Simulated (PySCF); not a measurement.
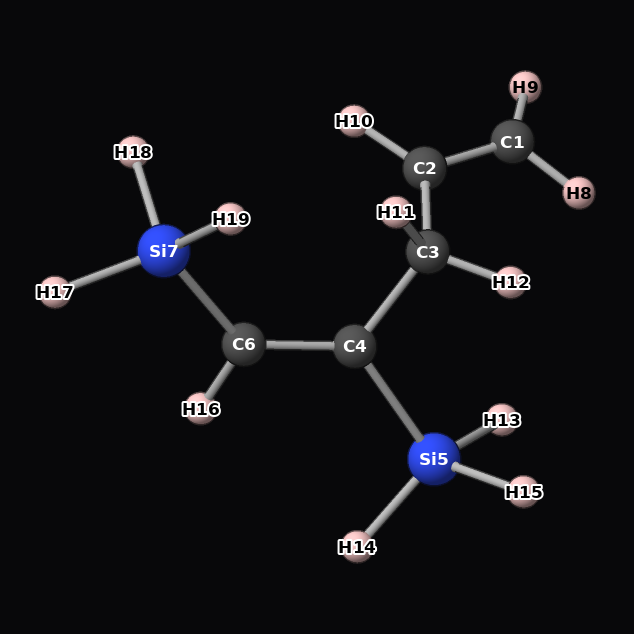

The questions are on isotropic NMR shieldings of the H atoms. Geometry: a frame of a GFN2-xTB molecular-dynamics simulation, not a minimum. Properties computed with GIAO PBE0/pcSseg-1 NMR shielding, non-relativistic, gas phase (PySCF 2.14.0).

Which H atom is the most shielded (lowest chemical shift)?

Answer. H12 (27.99 ppm).

Which H atom is the least shielded (highest chemical shift)?

Answer. H16 (24.59 ppm).

How wide is the range of H shifts?

Answer. 3.40 ppm.

List the isotropic NMR shieldings of the H atoms.

```
atom  σ (ppm)
  H8    27.36
  H9    26.30
 H10    25.82
 H11    24.94
 H12    27.99
 H13    25.09
 H14    27.32
 H15    27.62
 H16    24.59
 H17    27.26
 H18    26.29
 H19    27.27
```
